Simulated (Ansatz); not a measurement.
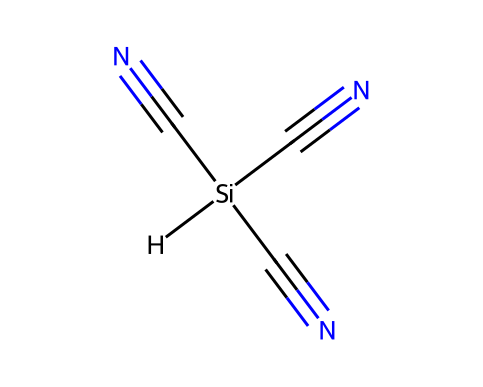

The drawing above gives the connectivity. The geometry was computed by an optimisation with PBE0-D4/def2-TZVP.

Describe the 3D structure.

Formula C₃HN₃Si. As SMILES it reads `N#C[SiH](C#N)C#N`. It has no ring. Among its groups: nitrile, Si–H bond. The point group is C3v. Coordination: 3 C linear; 1 Si tetrahedral.

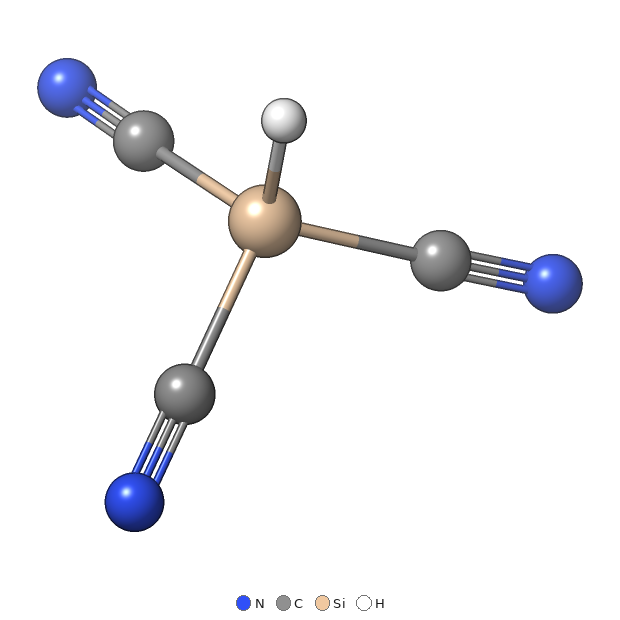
